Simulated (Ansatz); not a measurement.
# CH5ClSi2: rotation by 120° about the Si1–C2 bond

How high is the barrier for the rotation by 120° about the Si1–C2 bond? Relax the two ends, then run a nudged elastic band between them. SMILES of the start: [SiH3]C=[SiH]Cl.

All numbers below are computed with Ansatz 0.2.0 (RKS CAM-B3LYP-D4/def2-SVP).

## Step 1: The starting structure

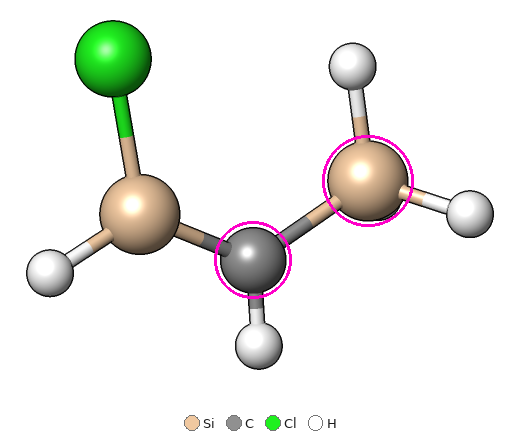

The starting structure, seen from a free direction (silicon light orange, carbon grey, chlorine green, hydrogen white). Ringed: Si1, C2.

Structure file:

```xyz
9

Si   -0.5485    1.0578   -0.8904
C    -0.5538   -0.2813    0.4253
Si    0.7907   -1.2508    1.0141
Cl    2.6742   -1.0637    0.3246
H    -1.4479    0.7131   -2.0032
H    -1.0195    2.3400   -0.3427
H     0.8020    1.2492   -1.4270
H    -1.5207   -0.4733    0.8731
H     0.8235   -2.2911    2.0260
```

## Step 2: Relaxing end A

Contents of input.yaml:

```yaml
crystal:
  periodic: [false, false, false]
  atoms:
    - { symbol: Si, position_ang: [-0.54854, 1.05781, -0.89036] }
    - { symbol: C, position_ang: [-0.55376, -0.28129, 0.42533] }
    - { symbol: Si, position_ang: [0.79067, -1.25077, 1.01412] }
    - { symbol: Cl, position_ang: [2.67417, -1.06373, 0.32465] }
    - { symbol: H, position_ang: [-1.44792, 0.71314, -2.00315] }
    - { symbol: H, position_ang: [-1.01946, 2.34002, -0.34271] }
    - { symbol: H, position_ang: [0.802, 1.24918, -1.42702] }
    - { symbol: H, position_ang: [-1.52072, -0.47326, 0.87312] }
    - { symbol: H, position_ang: [0.82354, -2.2911, 2.02602] }
basis:
  gaussian: { orbitals: def2-SVP }
hamiltonian:
  xc: cam_b3lyp
  dispersion: d4
relax:
  f_tol: 0.015
  max_steps: 40
```

On the command line:

```bash
ansatz run input.yaml --threads 2 --pin off --max-ram 3072MiB --backend cpu --events-out ev --progress --plain --runs-dir out
```

The program printed (excerpt; [...] marks lines left out):

```text
Warning: RAYON_NUM_THREADS=2 ignored (pool sized by the plan → 2); use --threads N
[...]
Functional definition: CAM-B3LYP
[...]
956 factors; integrals over basis functions are off by at most 5.0e-4 eV
380 factors; integrals over basis functions are off by at most 6.9e-7 eV
[...]
mean field -29386.13772724 eV, -1079.9206428364 hartree, gradient 8.3e-5 eV, S^2 0.000000; 0 other end points of the search recorded, 0 dependent functions left out
[...]
reference -29386.13785755 eV, -1079.9206476254 hartree; 28, 28 occupied and 65, 65 virtual orbitals, 956 factors
relax step   1: F+E_penalty+E_count = -29386.35141403 eV  Δ(F+E_penalty+E_count) = +0.000e0 eV  max|allowed force component| = 2.002e0 eV/Å  Δτ_max = 0.0000 Å  (26 SCF iters, accepted)
[...]
Atom 1 at    -0.535664    -0.285435     0.422034 Å, force     0.003135     0.007733    -0.006729 eV/Å
Atom 2 at     0.771593    -1.204088     0.976669 Å, force    -0.009402    -0.006473    -0.001154 eV/Å
Atom 3 at     2.683120    -1.014162     0.277911 Å, force     0.000981     0.004441    -0.001002 eV/Å
Atom 4 at    -1.448092     0.687807    -2.001710 Å, force     0.000041     0.000372     0.000142 eV/Å
Atom 5 at    -1.006007     2.338969    -0.316027 Å, force     0.000148     0.000104    -0.000540 eV/Å
Atom 6 at     0.837119     1.218795    -1.411772 Å, force     0.001507     0.000419    -0.000881 eV/Å
Atom 7 at    -1.488000    -0.526371     0.910873 Å, force     0.002565    -0.001090     0.002198 eV/Å
Atom 8 at     0.723702    -2.250774     2.013306 Å, force     0.002480    -0.003064     0.005296 eV/Å
Dipole moment:    -0.009402    -0.286991     0.284891 e Å
```

It took 17 s on 2 threads of Arm Neoverse V1, shared host; peak memory 0.23 GiB.

Relaxation path:

```
step  energy from step 1 (eV)  largest force component (eV/Å)
   1                   0.0000                          2.0024
   2                  -0.1220                          0.7459
   3                  -0.1376                          0.0795
   4                  -0.1379                          0.0386
   5                  -0.1382                          0.0257
   6                  -0.1383                          0.0094
```

Step 1 is the start.

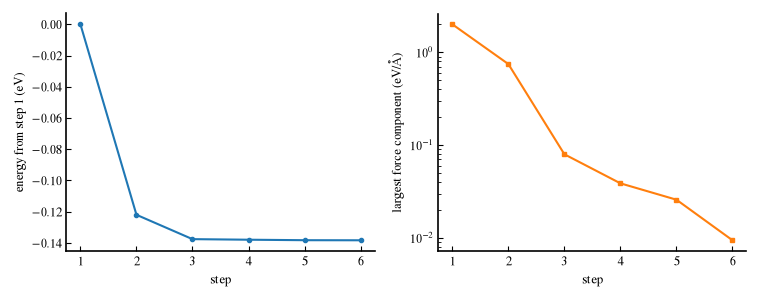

How energy and force went from step to step.

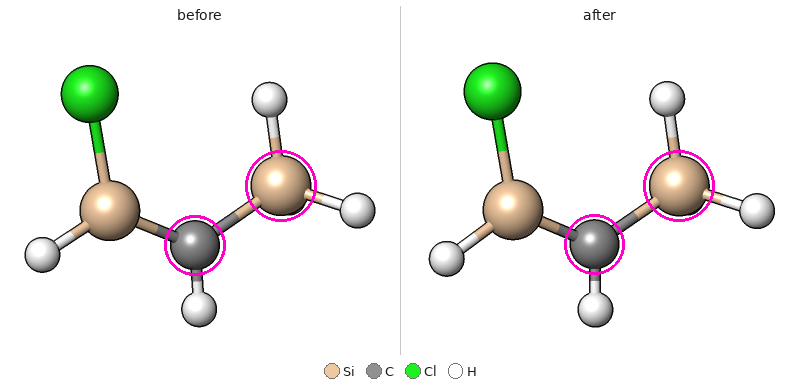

Before and after, at one scale.

After: Bond lengths: Si1–C2 1.848 Å, C2–Si3 1.691 Å, Si3–Cl4 2.044 Å, Si1–H5 1.492 Å, Si1–H6 1.492 Å, Si1–H7 1.489 Å, C2–H8 1.097 Å, Si3–H9 1.474 Å. Angles: Si1–C2–Si3 128.2°, Si1–C2–H8 117.9°, Si3–C2–H8 113.9°, C2–Si1–H5 111.4°, C2–Si1–H6 111.4°, C2–Si1–H7 109.9°, H5–Si1–H6 107.1°, H5–Si1–H7 108.5°, H6–Si1–H7 108.5°, C2–Si3–Cl4 124.1°, C2–Si3–H9 126.2°, Cl4–Si3–H9 109.7°.

## Step 3: End point B

The second end starts from a geometry with the move made by hand.

Contents of input.yaml:

```yaml
crystal:
  periodic: [false, false, false]
  atoms:
    - { symbol: Si, position_ang: [-0.54854, 1.05781, -0.89036] }
    - { symbol: C, position_ang: [-0.55376, -0.28129, 0.42533] }
    - { symbol: Si, position_ang: [-1.00586, -0.15658, 2.12065] }
    - { symbol: Cl, position_ang: [-1.63263, 1.5568, 2.97472] }
    - { symbol: H, position_ang: [-1.44792, 0.71314, -2.00315] }
    - { symbol: H, position_ang: [-1.01946, 2.34002, -0.34271] }
    - { symbol: H, position_ang: [0.802, 1.24918, -1.42702] }
    - { symbol: H, position_ang: [-0.23228, -1.2563, 0.08126] }
    - { symbol: H, position_ang: [-1.02202, -1.16673, 3.16307] }
basis:
  gaussian: { orbitals: def2-SVP }
hamiltonian:
  xc: cam_b3lyp
  dispersion: d4
relax:
  f_tol: 0.015
  max_steps: 40
```

On the command line:

```bash
ansatz run input.yaml --threads 2 --pin off --max-ram 3072MiB --backend cpu --events-out ev --progress --plain --runs-dir out
```

The program printed:

```text
Warning: RAYON_NUM_THREADS=2 ignored (pool sized by the plan → 2); use --threads N
The last accepted step is kept in <dir> (removed where the run ends without a failure and the disk answers)
Engine: ansatz 0.2.0, aarch64-unknown-linux-gnu
[... 1 set-up line as earlier in the session ...]
  parameter alpha = 0.19
  parameter beta = 0.46
  parameter omega = 0.33/bohr
  parameter ac = 0.81
  exchange = (1 - alpha - beta)*b88_x + beta*b88_x_sr(omega) + alpha*exact_x + beta*exact_x_lr(omega)
  correlation = (1 - ac)*vwn5_c + ac*lyp_c
956 factors; integrals over basis functions are off by at most 5.2e-4 eV
378 factors; integrals over basis functions are off by at most 7.2e-7 eV
mean field evaluation 1: about -29380.4249 eV, gradient 4.6e1 eV
mean field evaluation 2: about -29372.7615 eV, gradient 6.5e1 eV
mean field evaluation 4: about -29386.1242 eV, gradient 1.7e0 eV
mean field evaluation 8: about -29386.1352 eV, gradient 1.7e-1 eV
mean field evaluation 16: about -29386.1353 eV, gradient 8.4e-5 eV
mean field -29386.13532758 eV, -1079.9205546506 hartree, gradient 8.4e-5 eV, S^2 0.000000; 0 other end points of the search recorded, 0 dependent functions left out
the calculation of the forces begins
reference -29386.13545801 eV, -1079.9205594437 hartree; 28, 28 occupied and 65, 65 virtual orbitals, 956 factors
relax step   1: F+E_penalty+E_count = -29386.34903358 eV  Δ(F+E_penalty+E_count) = +0.000e0 eV  max|allowed force component| = 2.519e0 eV/Å  Δτ_max = 0.0000 Å  (26 SCF iters, accepted)
these checks for a lower state are left out or cut short: starts, cluster_reference, orbital_swaps, neighbouring_geometries, increment
956 factors; integrals over basis functions are off by at most 5.4e-4 eV
378 factors; integrals over basis functions are off by at most 7.3e-7 eV
mean field -29386.25686829 eV, -1079.9250211895 hartree, gradient 5.5e-5 eV, S^2 0.000000; 0 other end points of the search recorded, 0 dependent functions left out
the calculation of the forces begins
reference -29386.25699910 eV, -1079.9250259965 hartree; 28, 28 occupied and 65, 65 virtual orbitals, 956 factors
relax step   2: F+E_penalty+E_count = -29386.47311684 eV  Δ(F+E_penalty+E_count) = -1.241e-1 eV  max|allowed force component| = 8.670e-1 eV/Å  Δτ_max = 0.0958 Å  (28 SCF iters, accepted)
these checks for a lower state are left out or cut short: starts, cluster_reference, orbital_swaps, neighbouring_geometries, increment
956 factors; integrals over basis functions are off by at most 5.5e-4 eV
378 factors; integrals over basis functions are off by at most 7.4e-7 eV
mean field -29386.27197866 eV, -1079.9255764853 hartree, gradient 4.5e-5 eV, S^2 0.000000; 0 other end points of the search recorded, 0 dependent functions left out
the calculation of the forces begins
reference -29386.27210954 eV, -1079.9255812950 hartree; 28, 28 occupied and 65, 65 virtual orbitals, 956 factors
relax step   3: F+E_penalty+E_count = -29386.48890103 eV  Δ(F+E_penalty+E_count) = -1.578e-2 eV  max|allowed force component| = 1.086e-1 eV/Å  Δτ_max = 0.0231 Å  (28 SCF iters, accepted)
these checks for a lower state are left out or cut short: starts, cluster_reference, orbital_swaps, neighbouring_geometries, increment
956 factors; integrals over basis functions are off by at most 5.5e-4 eV
378 factors; integrals over basis functions are off by at most 7.4e-7 eV
mean field evaluation 32: about -29386.2725 eV, gradient 1.4e-5 eV
mean field -29386.27245166 eV, -1079.9255938676 hartree, gradient 1.4e-5 eV, S^2 0.000000; 0 other end points of the search recorded, 0 dependent functions left out
the calculation of the forces begins
reference -29386.27258253 eV, -1079.9255986770 hartree; 28, 28 occupied and 65, 65 virtual orbitals, 956 factors
relax step   4: F+E_penalty+E_count = -29386.48924524 eV  Δ(F+E_penalty+E_count) = -3.442e-4 eV  max|allowed force component| = 4.782e-2 eV/Å  Δτ_max = 0.0118 Å  (25 SCF iters, accepted)
these checks for a lower state are left out or cut short: starts, cluster_reference, orbital_swaps, neighbouring_geometries, increment
956 factors; integrals over basis functions are off by at most 5.5e-4 eV
378 factors; integrals over basis functions are off by at most 7.4e-7 eV
mean field -29386.27334018 eV, -1079.9256265200 hartree, gradient 4.4e-5 eV, S^2 0.000000; 0 other end points of the search recorded, 0 dependent functions left out
the calculation of the forces begins
reference -29386.27347110 eV, -1079.9256313315 hartree; 28, 28 occupied and 65, 65 virtual orbitals, 956 factors
relax step   5: F+E_penalty+E_count = -29386.48970160 eV  Δ(F+E_penalty+E_count) = -4.564e-4 eV  max|allowed force component| = 1.245e-2 eV/Å  Δτ_max = 0.0182 Å  (26 SCF iters, accepted)
956 factors; integrals over basis functions are off by at most 5.5e-4 eV
378 factors; integrals over basis functions are off by at most 7.4e-7 eV
mean field -29386.27334018 eV, -1079.9256265200 hartree, gradient 4.4e-5 eV, S^2 0.000000; 1 other end points of the search recorded, 0 dependent functions left out
the calculation of the forces begins
reference -29386.27347110 eV, -1079.9256313315 hartree; 28, 28 occupied and 65, 65 virtual orbitals, 956 factors
Total energy: -29386.48983253 eV, -1079.9335824672 hartree
Atom 0 at    -0.557297     1.048063    -0.859315 Å, force     0.001349    -0.009466     0.010274 eV/Å
Atom 1 at    -0.561341    -0.267709     0.439721 Å, force     0.004224    -0.007019    -0.012448 eV/Å
Atom 2 at    -1.001154    -0.128763     2.066838 Å, force    -0.003916     0.011465     0.003535 eV/Å
Atom 3 at    -1.638365     1.610609     2.931848 Å, force    -0.000656     0.001266    -0.000922 eV/Å
Atom 4 at    -1.455752     0.691089    -1.996298 Å, force     0.001902     0.001577     0.000697 eV/Å
Atom 5 at    -1.020982     2.337506    -0.277261 Å, force     0.000512    -0.000265    -0.001750 eV/Å
Atom 6 at     0.809190     1.248080    -1.425117 Å, force    -0.002639     0.000796    -0.001471 eV/Å
Atom 7 at    -0.243235    -1.276962     0.148388 Å, force    -0.004212     0.010073     0.004928 eV/Å
Atom 8 at    -0.991534    -1.205864     3.072986 Å, force     0.003435    -0.008426    -0.002842 eV/Å
Dipole moment:     0.002754    -0.295942     0.276256 e Å
```

Run time: 15 s. Hardware: 2 threads of Arm Neoverse V1, shared host; peak memory 0.23 GiB.

Step by step:

| step | energy from step 1 (eV) | largest force component (eV/Å) |
| --- | --- | --- |
| 1 | 0.0000 | 2.5187 |
| 2 | -0.1241 | 0.8670 |
| 3 | -0.1399 | 0.1086 |
| 4 | -0.1402 | 0.0478 |
| 5 | -0.1407 | 0.0124 |

Step 1 is the start.

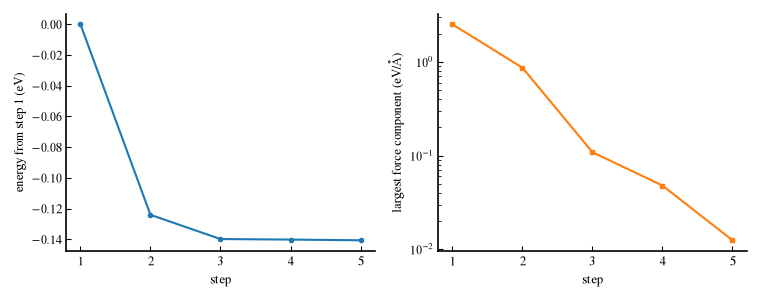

How energy and force went from step to step.

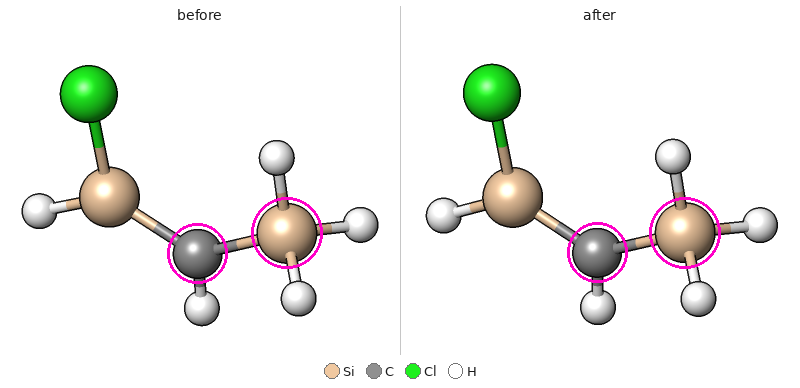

Before and after, at one scale.

After: Bond lengths: Si1–C2 1.849 Å, C2–Si3 1.691 Å, Si3–Cl4 2.044 Å, Si1–H5 1.492 Å, Si1–H6 1.489 Å, Si1–H7 1.492 Å, C2–H8 1.098 Å, Si3–H9 1.474 Å. Angles: Si1–C2–Si3 128.2°, Si1–C2–H8 117.9°, Si3–C2–H8 114.0°, C2–Si1–H5 111.3°, C2–Si1–H6 109.9°, C2–Si1–H7 111.3°, H5–Si1–H6 108.5°, H5–Si1–H7 107.1°, H6–Si1–H7 108.5°, C2–Si3–Cl4 123.9°, C2–Si3–H9 126.5°, Cl4–Si3–H9 109.6°.

## Step 4: The band

crystal.atoms is end A as relaxed above, and neb.final_atoms is end B, turned to lie on A. With 9 inner images the band has 11 in all. The start path is listed, through a guess of the saddle.

Contents of input.yaml:

```yaml
crystal:
  periodic: [false, false, false]
  atoms:
    - { symbol: Si, position_ang: [-0.537792, 1.03526, -0.871285] }
    - { symbol: C, position_ang: [-0.535664, -0.285435, 0.422034] }
    - { symbol: Si, position_ang: [0.771593, -1.204088, 0.976669] }
    - { symbol: Cl, position_ang: [2.68312, -1.014162, 0.277911] }
    - { symbol: H, position_ang: [-1.448092, 0.687807, -2.00171] }
    - { symbol: H, position_ang: [-1.006007, 2.338969, -0.316027] }
    - { symbol: H, position_ang: [0.837119, 1.218795, -1.411772] }
    - { symbol: H, position_ang: [-1.488, -0.526371, 0.910873] }
    - { symbol: H, position_ang: [0.723702, -2.250774, 2.013306] }
basis:
  gaussian: { orbitals: def2-SVP }
hamiltonian:
  xc: cam_b3lyp
  dispersion: d4
neb:
  order_check: false
  images: 9
  f_tol: 0.05
  max_iterations: 60
  final_atoms:
    - { symbol: Si, position_ang: [-0.52727562, 0.98532695, -0.93316509] }
    - { symbol: C, position_ang: [-0.48498483, -0.55157676, 0.09392074] }
    - { symbol: Si, position_ang: [0.74646319, -1.08865987, 1.12121265] }
    - { symbol: Cl, position_ang: [2.49963632, -0.08157428, 1.42429303] }
    - { symbol: H, position_ang: [-1.68053904, 1.85601762, -0.55998496] }
    - { symbol: H, position_ang: [0.73034622, 1.75871245, -0.74155066] }
    - { symbol: H, position_ang: [-0.66987026, 0.66500267, -2.38384926] }
    - { symbol: H, position_ang: [-1.35464369, -1.21990713, 0.05286038] }
    - { symbol: H, position_ang: [0.7408467, -2.32334066, 1.92626217] }
  initial_path:
    images:
      - { positions_ang: [[-0.537792, 1.03526, -0.871285], [-0.535664, -0.285435, 0.422034], [0.771593, -1.204088, 0.976669], [2.68312, -1.014162, 0.277911], [-1.448092, 0.687807, -2.00171], [-1.006007, 2.338969, -0.316027], [0.837119, 1.218795, -1.411772], [-1.488, -0.526371, 0.910873], [0.723702, -2.250774, 2.013306]] }
      - { positions_ang: [[-0.5404094, 1.03163594, -0.88423652], [-0.53979299, -0.31898648, 0.38385821], [0.77562076, -1.19715102, 1.00236742], [2.68248482, -0.90692147, 0.41928039], [-1.53872205, 0.80817131, -1.89216268], [-0.82554969, 2.31884309, -0.30226671], [0.73798601, 1.12922173, -1.54393266], [-1.49552402, -0.60377175, 0.80395393], [0.74388556, -2.26104035, 2.01313762]] }
      - { positions_ang: [[-0.54302681, 1.02801187, -0.89718804], [-0.54392197, -0.35253796, 0.34568241], [0.77964853, -1.19021404, 1.02806583], [2.68184965, -0.79968094, 0.56064978], [-1.62935211, 0.92853561, -1.78261535], [-0.64509238, 2.29871719, -0.28850641], [0.63885302, 1.03964846, -1.67609332], [-1.50304804, -0.6811725, 0.69703486], [0.76406912, -2.2713067, 2.01296923]] }
      - { positions_ang: [[-0.54564421, 1.02438781, -0.91013956], [-0.54805096, -0.38608944, 0.30750662], [0.78367629, -1.18327705, 1.05376425], [2.68121447, -0.69244041, 0.70201917], [-1.71998216, 1.04889992, -1.67306803], [-0.46463507, 2.27859128, -0.27474612], [0.53972003, 0.95007519, -1.80825398], [-1.51057206, -0.75857325, 0.59011579], [0.78425268, -2.28157305, 2.01280085]] }
      - { positions_ang: [[-0.54826162, 1.02076375, -0.92309109], [-0.55217995, -0.41964092, 0.26933082], [0.78770406, -1.17634007, 1.07946267], [2.6805793, -0.58519987, 0.84338856], [-1.81061222, 1.16926423, -1.5635207], [-0.28417776, 2.25846537, -0.26098582], [0.44058703, 0.86050192, -1.94041464], [-1.51809608, -0.835974, 0.48319672], [0.80443624, -2.2918394, 2.01263247]] }
      - { positions_ang: [[-0.55087902, 1.01713968, -0.93604261], [-0.55630893, -0.4531924, 0.23115503], [0.79173182, -1.16940309, 1.10516109], [2.67994412, -0.47795934, 0.98475796], [-1.90124227, 1.28962853, -1.45397338], [-0.10372046, 2.23833946, -0.24722553], [0.34145404, 0.77092865, -2.0725753], [-1.5256201, -0.91337475, 0.37627765], [0.8246198, -2.30210576, 2.01246408]] }
      - { positions_ang: [[-0.54615834, 1.01077714, -0.9354671], [-0.54204411, -0.47286927, 0.20370817], [0.7826781, -1.15325445, 1.1083714], [2.64388256, -0.39868233, 1.07266497], [-1.85710163, 1.40290635, -1.2751757], [0.06309288, 2.14241406, -0.34609055], [0.13918918, 0.74974346, -2.13483009], [-1.49142482, -0.97468122, 0.3115942], [0.80786518, -2.30635274, 1.9952237]] }
      - { positions_ang: [[-0.54143766, 1.00441459, -0.9348916], [-0.52777929, -0.49254614, 0.17626131], [0.77362437, -1.1371058, 1.11158171], [2.607821, -0.31940532, 1.16057198], [-1.81296098, 1.51618417, -1.09637801], [0.22990621, 2.04648866, -0.44495558], [-0.06307568, 0.72855826, -2.19708488], [-1.45722954, -1.0359877, 0.24691075], [0.79111056, -2.31059972, 1.97798332]] }
      - { positions_ang: [[-0.53671698, 0.99805205, -0.9343161], [-0.51351447, -0.51222301, 0.14881445], [0.76457064, -1.12095716, 1.11479203], [2.57175944, -0.2401283, 1.248479], [-1.76882033, 1.62946199, -0.91758033], [0.39671955, 1.95056326, -0.5438206], [-0.26534054, 0.70737306, -2.25933967], [-1.42303425, -1.09729418, 0.18222729], [0.77435594, -2.3148467, 1.96074293]] }
      - { positions_ang: [[-0.5319963, 0.9916895, -0.9337406], [-0.49924965, -0.53189989, 0.1213676], [0.75551692, -1.10480852, 1.11800234], [2.53569788, -0.16085129, 1.33638601], [-1.72467968, 1.7427398, -0.73878265], [0.56353288, 1.85463785, -0.64268563], [-0.4676054, 0.68618787, -2.32159447], [-1.38883897, -1.15860065, 0.11754384], [0.75760132, -2.31909368, 1.94350255]] }
      - { positions_ang: [[-0.52727562, 0.98532695, -0.93316509], [-0.48498483, -0.55157676, 0.09392074], [0.74646319, -1.08865987, 1.12121265], [2.49963632, -0.08157428, 1.42429303], [-1.68053904, 1.85601762, -0.55998496], [0.73034622, 1.75871245, -0.74155066], [-0.66987026, 0.66500267, -2.38384926], [-1.35464369, -1.21990713, 0.05286038], [0.7408467, -2.32334066, 1.92626217]] }
```

On the command line:

```bash
ansatz run input.yaml --threads 2 --pin off --max-ram 3072MiB --backend cpu --events-out ev --progress --plain --runs-dir out
```

The program printed (excerpt; [...] marks lines left out):

```text
Warning: RAYON_NUM_THREADS=2 ignored (pool sized by the plan → 2); use --threads N
[...]
[... 1 set-up line as earlier in the session ...]
[...]
959 factors; integrals over basis functions are off by at most 3.3e-4 eV
380 factors; integrals over basis functions are off by at most 7.0e-7 eV
[...]
mean field -29386.27343368 eV, -1079.9256299561 hartree, gradient 7.7e-5 eV, S^2 0.000000; 0 other end points of the search recorded, 0 dependent functions left out
[...]
Atom 5 at    -0.049816     2.237572    -0.228016 Å, force     0.000101     0.000652    -0.000418 eV/Å
Atom 6 at     0.379336     0.772073    -2.076433 Å, force     0.000142     0.000712    -0.000427 eV/Å
Atom 7 at    -1.512489    -0.955991     0.411555 Å, force     0.001088    -0.004339     0.005581 eV/Å
Atom 8 at     0.738369    -2.296551     1.988070 Å, force    -0.002614     0.000065    -0.000736 eV/Å
Dipole moment:    -0.016140    -0.335576     0.261903 e Å
this run last wrote the band of iteration 5 to <dir>
```

Wall time 2.1 min (2 threads of Arm Neoverse V1, shared host); peak memory 0.23 GiB.

[end of part 1 of 2]
